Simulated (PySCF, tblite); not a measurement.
**C₅H₁₁O₂Si radical: geometry, infrared bands and EPR parameters**

What infrared bands and EPR parameters should C₅H₁₁O₂Si radical (`CO[C](C)C[SiH2]C=O`) show?

Computed with tblite 0.8.0 and PySCF 2.14.0, with density-fitted response routines of our own, on a single molecule in the gas phase. Atoms count from 0, in the outputs and in this text.

## Step 1: Starting geometry

19 atoms, charge 0, multiplicity 2; geometry from: force field or distance geometry start.

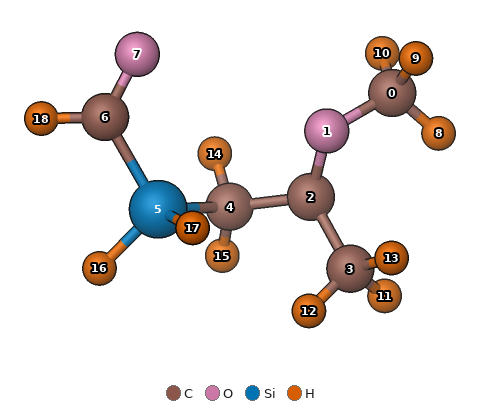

The starting geometry (carbon brown, oxygen pink, silicon blue, hydrogen orange), atoms numbered.

## Step 2: Geometry optimisation with GFN2-xTB

What the job is given:

```
{"job": {"kind": "relax", "xc": "GFN2-xTB", "basis": "xTB"}, "charge": 0, "multiplicity": 2}
C     -2.076600    -0.795800     1.375400
O     -0.873600    -0.236500     0.976800
C     -0.833600     0.055900    -0.349800
C     -1.361600     1.410200    -0.727700
C      0.377900    -0.388800    -1.072800
Si     1.958000     0.334000    -0.444900
C      2.910700    -0.865200     0.582300
O      2.442500    -1.428300     1.562900
H     -2.938600    -0.340400     0.866800
H     -2.203000    -0.558600     2.467900
H     -2.143500    -1.880300     1.252300
H     -2.172000     1.310900    -1.475500
H     -0.579000     2.048300    -1.139200
H     -1.793800     1.980200     0.124700
H      0.466200    -1.486500    -0.884600
H      0.280100    -0.278300    -2.161100
H      2.813600     0.650600    -1.602000
H      1.762400     1.553500     0.338100
H      3.954200    -1.075600     0.302800
```

Launch:

```bash
> OMP_NUM_THREADS=1 python probes_run.py task.json out
```

The driver reads the jobs from task.json and runs them one after another.

**Question.** This job is followed by: GFN2-xTB harmonic vibrations, gas phase; UKS B3LYP, pcH-1 on C H O Si, non-relativistic, mean-field spin-orbit, GIAO. Predict these results of the whole session: strongest single infrared mode (GFN2-xTB); zero-point energy (GFN2-xTB); g(iso) (B3LYP); ⟨S²⟩; largest a(iso) (averaged by class); potential on the surface of density 0.002 e/bohr³, 1st and 99th percentile.

**Answer**, as computed:

```
                                                                  quantity                    value
                                 strongest single infrared mode (GFN2-xTB)    1556 cm⁻¹, 361 km/mol
                                              zero-point energy (GFN2-xTB)            90.6 kcal/mol
                                                            g(iso) (B3LYP)                  2.00323
                                                                      ⟨S²⟩       0.757 (exact 0.75)
                                        largest a(iso) (averaged by class)  29Si on Si5, -104.5 MHz
potential on the surface of density 0.002 e/bohr³, 1st and 99th percentile       -1.40 V and 0.91 V
```

**Reading.** Over 236 steps the energy fell by 0.864 eV; of the close pairs, C4–Si5 changed most, 1.848 to 1.982 Å. No mode is imaginary among the 51: a minimum at this level. The strongest single mode, at 1556 cm⁻¹, moves mainly C6 and O7. GFN2-xTB is a fitted tight-binding method: band positions and strengths are rough. Its intensities can rank the bands wrongly. Most of the unpaired spin sits on C2 (0.65 e). The isotropic g lies 0.9 ppt above the free-electron value. These values are for one conformer; the search (at its own cheap level) found 2 more, at 0.67, 4.05 kcal/mol, and measured spectra average over such forms.
